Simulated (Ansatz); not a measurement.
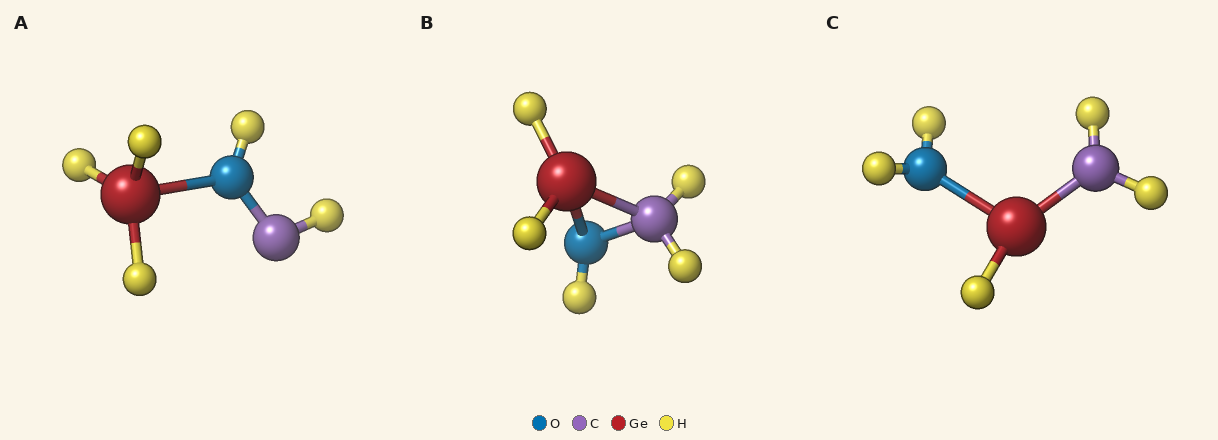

3 stationary structures of one formula. State: charge +1, singlet. Geometries: PBE0-D4/def2-TZVP. Electronic energies: RHF-CCSD(T) (frozen core)/def2-TZVPP (Ansatz 0.2.0), without zero-point energy. No frequency run is at hand to confirm each as a minimum. Each is one conformer, not always the lowest.

> Which structure is the most stable?

B is lowest (C1); C lies 20.7 kJ/mol above it (C1), A lies 258.3 kJ/mol above it (Cs).
